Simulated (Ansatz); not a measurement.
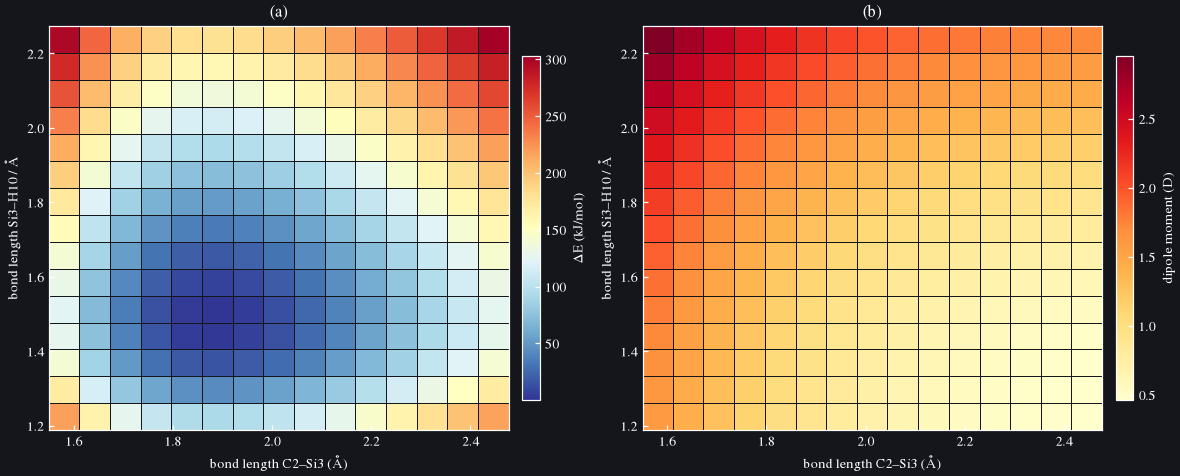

C2H7Si, SMILES CC[SiH2], spin multiplicity 2. First axis: bond length C2–Si3. Second axis: bond length Si3–H10. Nothing is relaxed (all other coordinates rigid). The scan uses a 15 × 15 grid. Energies: kJ/mol, counted from the relaxed molecule at the same level. These are results of Ansatz 0.2.0, UKS PBE0-D4/def2-TZVP, not measurements.

Panel (a) is the energy and panel (b) the computed dipole moment on the same grid.

Drawn: one coloured cell a grid point.

How does the dipole moment vary over the map, and what is it at the lowest grid point?

Answer. Leaving out the highest fifth of the energies, it runs from 0.46 D at bond length C2–Si3 = 2.446 Å, bond length Si3–H10 = 1.296 Å to 2.30 D at bond length C2–Si3 = 1.828 Å, bond length Si3–H10 = 2.238 Å. At the lowest grid point, bond length C2–Si3 = 1.890 Å, bond length Si3–H10 = 1.513 Å, it is 1.04 D.

```csv
"bond length Si3–H10 ↓, bond length C2–Si3 →",1.581,1.642,1.704,1.766,1.828,1.890,1.952,2.013,2.075,2.137,2.199,2.261,2.323,2.384,2.446
2.238,2.95,2.77,2.60,2.44,2.30,2.18,2.08,1.99,1.92,1.86,1.81,1.78,1.75,1.73,1.73
2.166,2.80,2.62,2.45,2.29,2.16,2.04,1.94,1.85,1.78,1.72,1.68,1.64,1.61,1.60,1.59
2.093,2.65,2.46,2.30,2.15,2.01,1.89,1.79,1.71,1.64,1.58,1.53,1.50,1.47,1.46,1.45
2.021,2.50,2.32,2.16,2.01,1.87,1.76,1.65,1.57,1.50,1.44,1.39,1.36,1.33,1.32,1.31
1.948,2.37,2.19,2.02,1.87,1.74,1.62,1.52,1.44,1.36,1.31,1.26,1.22,1.20,1.18,1.17
1.876,2.24,2.06,1.90,1.75,1.62,1.50,1.40,1.31,1.24,1.18,1.13,1.09,1.07,1.05,1.04
1.803,2.12,1.95,1.78,1.64,1.50,1.38,1.28,1.19,1.12,1.06,1.01,0.97,0.94,0.92,0.91
1.731,2.02,1.85,1.68,1.53,1.40,1.28,1.18,1.09,1.02,0.95,0.90,0.86,0.83,0.81,0.80
1.658,1.93,1.75,1.59,1.44,1.31,1.19,1.08,1.00,0.92,0.86,0.81,0.76,0.73,0.71,0.70
1.586,1.85,1.67,1.51,1.36,1.23,1.11,1.01,0.92,0.84,0.78,0.72,0.68,0.65,0.63,0.61
1.513,1.78,1.60,1.44,1.30,1.16,1.04,0.94,0.85,0.77,0.71,0.66,0.61,0.58,0.56,0.55
1.441,1.72,1.55,1.39,1.24,1.11,0.99,0.89,0.80,0.72,0.66,0.61,0.57,0.54,0.51,0.50
1.369,1.67,1.50,1.34,1.20,1.06,0.95,0.85,0.76,0.68,0.62,0.57,0.53,0.50,0.49,0.47
1.296,1.63,1.46,1.30,1.16,1.03,0.92,0.82,0.73,0.66,0.60,0.55,0.52,0.49,0.47,0.46
1.224,1.60,1.43,1.28,1.13,1.01,0.89,0.80,0.71,0.65,0.59,0.55,0.51,0.49,0.48,0.47
```
